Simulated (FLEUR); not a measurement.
# Fixed-spin-moment curve of AlNi3 with FLEUR, part 2 of 2

Aim: the energy of AlNi3 as a function of its total spin moment.

FLEUR MaX-R8.1; PBE; all-electron FLAPW, Dirac cores, scalar-relativistic bands.

So far, magnetization (μB): step 2 (the free run) 0.691.

## 4. Moment fixed at 0.623 μB

Two Fermi energies hold the total moment; the run starts from the free run's density.

Input file inp.xml:

```
<?xml version="1.0" encoding="UTF-8" standalone="no"?>
<fleurInput fleurInputVersion="0.39">
   <comment>
      AlNi3
   </comment>
   <calculationSetup>
      <cutoffs Kmax="4.14" Gmax="12.4" GmaxXC="12.4" numbands="0"/>
      <scfLoop itmax="120" minDistance="0.00002" maxIterBroyd="15" imix="Anderson" alpha="0.05" precondParam="0.0" spinf="2.0" sdNocoIR="T"/>
      <coreElectrons ctail="T" frcor="F" kcrel="0" coretail_lmax="0"/>
      <xcFunctional name="pbe" relativisticCorrections="F"/>
      <magnetism jspins="2" fixed_moment="0.623"/>
      <soc l_soc="F" theta="0.0" phi="0.0" spav="F"/>
      <expertModes spex="0" secvar="F"/>
      <geometryOptimization l_f="F" forcealpha="1.0" forcemix="BFGS" epsdisp="0.00001" epsforce="0.00001"/>
      <ldaU l_linMix="F" mixParam="0.05" spinf="1.0"/>
   </calculationSetup>
   <cell>
      <bzIntegration valenceElectrons="57.0" mode="hist" fermiSmearingEnergy="0.00183747">
         <kPointListSelection listName="default-1"/>
         <xi:include xmlns:xi="http://www.w3.org/2001/XInclude" href="kpts.xml"> </xi:include>
      </bzIntegration>
      <xi:include xmlns:xi="http://www.w3.org/2001/XInclude" href="sym.xml"> </xi:include>
      <bulkLattice scale="1.0">
         <bravaisMatrix>
            <row-1>    6.6576085554405022     0.0000000000000000     0.0000000000000000</row-1>
            <row-2>    0.0000000000000000     6.6576085554405022     0.0000000000000000</row-2>
            <row-3>    0.0000000000000000     0.0000000000000000     6.6576085554405022</row-3>
         </bravaisMatrix>
      </bulkLattice>
   </cell>
   <atomSpecies>
      <species name="Aluminum (Al)" element="Al" atomicNumber="13">
         <mtSphere radius="1.81" gridPoints="599" logIncrement="0.019"/>
         <atomicCutoffs lmax="8" lnonsphr="6"/>
         <electronConfig flipSpins="F">
            <coreConfig>(1s1/2) (2s1/2) (2p1/2) (2p3/2)</coreConfig>
            <valenceConfig>(3s1/2) (3p1/2) (3p3/2)</valenceConfig>
            <stateOccupation state="(3p1/2)" spinUp="0.166667" spinDown="0.166667"/>
            <stateOccupation state="(3p3/2)" spinUp="0.333333" spinDown="0.333333"/>
         </electronConfig>
         <energyParameters s="3" p="3" d="3" f="4"/>
      </species>
      <species name="Nickel (Ni1.001" element="Ni" atomicNumber="28">
         <mtSphere radius="2.29" gridPoints="757" logIncrement="0.016"/>
         <atomicCutoffs lmax="8" lnonsphr="6"/>
         <electronConfig flipSpins="F">
            <coreConfig>(1s1/2) (2s1/2) (2p1/2) (2p3/2)</coreConfig>
            <valenceConfig>(3s1/2) (3p1/2) (3p3/2) (4s1/2) (3d3/2) (3d5/2)</valenceConfig>
            <stateOccupation state="(3d3/2)" spinUp="1.6" spinDown="1.6"/>
            <stateOccupation state="(3d5/2)" spinUp="2.9005" spinDown="1.8995"/>
         </electronConfig>
         <energyParameters s="4" p="4" d="3" f="4"/>
         <lo type="SCLO" l="0" n="3" eDeriv="0"/>
         <lo type="SCLO" l="1" n="3" eDeriv="0"/>
      </species>
   </atomSpecies>
   <atomGroups>
      <atomGroup species="Aluminum (Al)">
         <relPos label="                   1">.0000000000 .0000000000 .0000000000</relPos>
         <force calculate="T" relaxXYZ="TTT"/>
      </atomGroup>
      <atomGroup species="Nickel (Ni1.001">
         <relPos label="                   2">.0000000000 1.000/2.000 1.000/2.000</relPos>
         <relPos label="                   3">1.000/2.000 .0000000000 1.000/2.000</relPos>
         <relPos label="                   4">1.000/2.000 1.000/2.000 .0000000000</relPos>
         <force calculate="T" relaxXYZ="TTT"/>
      </atomGroup>
   </atomGroups>
   <output dos="F" band="F" slice="F">
      <bandDOS minEnergy="-.5*Htr" maxEnergy="0.5*Htr" sigma="0.015" storeEVData="T"/>
      <plotting iplot="0" polar="F">
         <plot TwoD="T" vec1="  1.0  0.0  0.0" vec2="  0.0  1.0  0.0" vec3="  0.0  0.0  1.0" zero="  0.0  0.0  0.0" file="plot"/>
      </plotting>
      <moessbauerParams electricFieldGradient="F" isomerShift="F" coreHyperfine="F" valenceHyperfine="F"/>
   </output>
</fleurInput>
```

Started as:

```console
> OMP_NUM_THREADS=1 mpirun -n 4 fleur_MPI > fleur.log
```

The log of the run:

```text
[banner, memory and clock lines left out]
Welcome to FLEUR        (www.flapw.de)
      MaX-Release 8.1          (www.max-centre.eu)

 ========== k-point set info ==========
 Selected k-point list: default-1
 k-point list type: mesh
 10 x 10 x 10
 Number of k points: 56

 [... set-up left out ...]
 Iteration:     1   Distance:       0.79993968 me/bohr^3
 Iteration:     2   Distance:       0.76754982 me/bohr^3
 Iteration:     3   Distance:       0.14738261 me/bohr^3
 Iteration:     4   Distance:       0.06575273 me/bohr^3
 Iteration:     5   Distance:       0.01366158 me/bohr^3
 Iteration:     6   Distance:       0.01137501 me/bohr^3
 Iteration:     7   Distance:       0.00223291 me/bohr^3
 Iteration:     8   Distance:       0.00076804 me/bohr^3
 Iteration:     9   Distance:       0.00062069 me/bohr^3
 Iteration:    10   Distance:       0.00009710 me/bohr^3
 Iteration:    11   Distance:       0.00014790 me/bohr^3
 Iteration:    12   Distance:       0.00002678 me/bohr^3
 Iteration:    13   Distance:       0.00000470 me/bohr^3

 ********************************************************************
 Run finished successfully
 Stop message:
   all done
 ********************************************************************

--- out.xml (last complete iteration) ---
<iteration numberForCurrentRun="   13" overallNumber="   38">
         [... left out ...]
         <bandgap value="0.0222219999" units="eV"/>
         <sumValenceSingleParticleEnergies value="-23.4815111770" units="Htr"/>
         <bandgap value="0.0002541808" units="eV"/>
         <sumValenceSingleParticleEnergies value="-46.9557968375" units="Htr"/>
         <FermiEnergy value="0.3625535026" units="Htr"/>
         <FixedTotalMoment fermiEnergyUp="0.3615361593" fermiEnergyDown="0.3625535026" units="Htr"/>
         [... left out ...]
         <magneticMomentsInMTSpheres units="muBohr">
            <globalMagMoment atomType="1" vec="0.00000   0.00000  -0.00776"/>
            <globalMagMoment atomType="2" vec="0.00000   0.00000   0.22914"/>
         </magneticMomentsInMTSpheres>
         [... left out ...]
         <totalEnergy value="    -4805.3837927541" units="Htr">
            <sumOfEigenvalues value="    -2741.2314751420">
               <coreElectrons value="-2694.2756783045"/>
               <valenceElectrons value="-46.9557968375"/>
            </sumOfEigenvalues>
         [... left out ...]
            <freeEnergy value="-4805.3849298287"/>
            <extrapolationTo0K value="-4805.3843612914"/>
         </totalEnergy>
         <densityConvergence units="me/bohr^3">
            <chargeDensity spin="1" distance="0.0000020686"/>
            <chargeDensity spin="2" distance="0.0000034153"/>
            <overallChargeDensity distance="0.0000031289"/>
            <spinDensity distance="0.0000047007"/>
         </densityConvergence>
      </iteration>
```

Run time: 13 s. Hardware: 4 MPI ranks of AMD EPYC 9R45, shared host; peak memory 0.25 GiB; 50 s of CPU time.

Numbers from this step:

* magnetization: 0.623 μB

Its energy lies +0.6 meV a cell from the free run's.

## 5. Moment fixed at 0.934 μB

Edit inp.xml of step 4 so:

```diff
@@ -10,3 +10,3 @@
       <xcFunctional name="pbe" relativisticCorrections="F"/>
-      <magnetism jspins="2" fixed_moment="0.623"/>
+      <magnetism jspins="2" fixed_moment="0.934"/>
       <soc l_soc="F" theta="0.0" phi="0.0" spav="F"/>
```

The log of the run:

```text
[banner, memory and clock lines left out]
Welcome to FLEUR        (www.flapw.de)
      MaX-Release 8.1          (www.max-centre.eu)

 ========== k-point set info ==========
 Selected k-point list: default-1
 k-point list type: mesh
 10 x 10 x 10
 Number of k points: 56

 [... set-up left out ...]
 Iteration:     1   Distance:       2.54299038 me/bohr^3
 Iteration:     2   Distance:       2.42888548 me/bohr^3
 Iteration:     3   Distance:       1.07160411 me/bohr^3
 Iteration:     4   Distance:       0.14432819 me/bohr^3
 Iteration:     5   Distance:       0.14037156 me/bohr^3
[...]
<sumOfEigenvalues value="    -2741.2933268806">
               <coreElectrons value="-2694.2951399796"/>
               <valenceElectrons value="-46.9981869009"/>
            </sumOfEigenvalues>
         [... left out ...]
            <freeEnergy value="-4805.3845511500"/>
            <extrapolationTo0K value="-4805.3841265726"/>
         </totalEnergy>
         <densityConvergence units="me/bohr^3">
            <chargeDensity spin="1" distance="0.0000024470"/>
            <chargeDensity spin="2" distance="0.0000019558"/>
            <overallChargeDensity distance="0.0000035636"/>
            <spinDensity distance="0.0000026318"/>
         </densityConvergence>
      </iteration>
```

Run time: 14 s. Hardware: 4 MPI ranks; peak memory 0.25 GiB.

This step gave:

```yaml
magnetization: 0.934 μB
```

Its energy lies +10.9 meV a cell from the free run's.

## 6. Moment fixed at 0.311 μB

Edit inp.xml of step 5 so:

```diff
@@ -10,3 +10,3 @@
       <xcFunctional name="pbe" relativisticCorrections="F"/>
-      <magnetism jspins="2" fixed_moment="0.934"/>
+      <magnetism jspins="2" fixed_moment="0.311"/>
       <soc l_soc="F" theta="0.0" phi="0.0" spav="F"/>
```

The log of the run:

```text
[banner, memory and clock lines left out]
Welcome to FLEUR        (www.flapw.de)
      MaX-Release 8.1          (www.max-centre.eu)

 ========== k-point set info ==========
 Selected k-point list: default-1
 k-point list type: mesh
 10 x 10 x 10
 Number of k points: 56

 [... set-up left out ...]
 Iteration:     1   Distance:       4.62782382 me/bohr^3
 Iteration:     2   Distance:       4.44706875 me/bohr^3
 Iteration:     3   Distance:       0.66089110 me/bohr^3
 Iteration:     4   Distance:       0.43511646 me/bohr^3
 Iteration:     5   Distance:       0.31472199 me/bohr^3
[...]
<sumOfEigenvalues value="    -2741.2209175297">
               <coreElectrons value="-2694.2738335233"/>
               <valenceElectrons value="-46.9470840063"/>
            </sumOfEigenvalues>
         [... left out ...]
            <freeEnergy value="-4805.3846999782"/>
            <extrapolationTo0K value="-4805.3839592983"/>
         </totalEnergy>
         <densityConvergence units="me/bohr^3">
            <chargeDensity spin="1" distance="0.0000071600"/>
            <chargeDensity spin="2" distance="0.0000069271"/>
            <overallChargeDensity distance="0.0000076850"/>
            <spinDensity distance="0.0000118085"/>
         </densityConvergence>
      </iteration>
```

It took 17 s on 4 MPI ranks; peak memory 0.25 GiB; 68 s of CPU time.

Numbers from this step:

```
magnetization : 0.311 μB
```

Its energy lies +6.9 meV a cell from the free run's.

## 7. E(M)

The other moments were run in the same way.

Table of energy over the lowest by total spin moment:

| total spin moment (μB a cell) | energy over the lowest (meV a cell) |
| --- | --- |
| 0.000 | 9.60 |
| 0.311 | 6.88 |
| 0.623 | 0.629 |
| 0.691 | 0 |
| 0.934 | 10.9 |
| 1.245 | 74.5 |
| 1.557 | 193 |
| 1.868 | 340 |
| 2.180 | 509 |
| 2.491 | 705 |

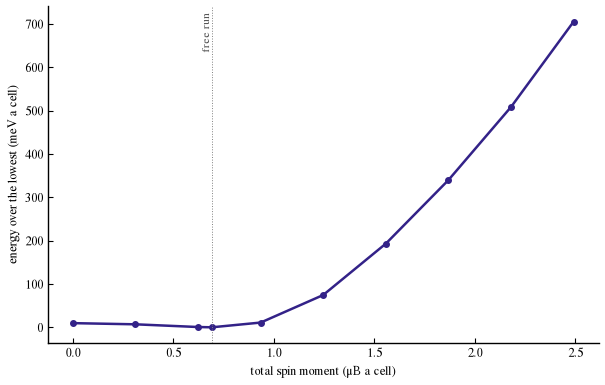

Energy over the lowest, plotted against total spin moment.

The moment, largest sphere moment by total spin moment:

```
total spin moment (μB a cell)  moment, largest sphere moment (μB)
                        0.000                                   0
                        0.311                               0.115
                        0.623                               0.229
                        0.691                               0.253
                        0.934                               0.329
                        1.245                               0.421
                        1.557                               0.516
                        1.868                               0.609
                        2.180                               0.700
                        2.491                               0.787
```

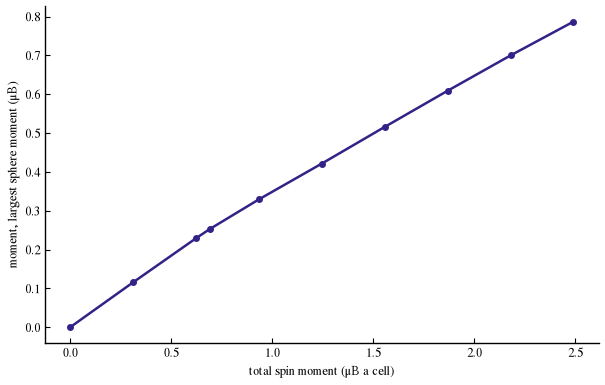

Moment, largest sphere moment against total spin moment.

## 8. Summary of results

* moment of the free run: 0.691 μB a cell
* moment of the lowest point: 0.691 μB a cell
* energy of the spinless run: 9.60 meV a cell over the lowest

The lowest point lies 9.60 meV a cell under the spinless run, in free energy at a smearing of 0.05 eV. The point at zero is the spinless run. Opposed orders, which also have no total moment, were not run. Core electrons leak out of the spheres (0.029 e), which costs some accuracy.

[Logs and program files are shortened in this print: banners, set-up blocks, solver, clock and traceback lines can be left out without a mark of their own.]

[Logs are printed without paths, hosts, clocks, repeated set-up lines and the standing remarks that a program may print on its own settings, such as how far it seeks lower states.]

[Hosts, paths, dates, database ids (printed as entryN), source tags and the programs' standing remarks are cut or masked in the printed files.]

[Where a cell is said to come from a database of computed structures, the database is the Materials Project.]
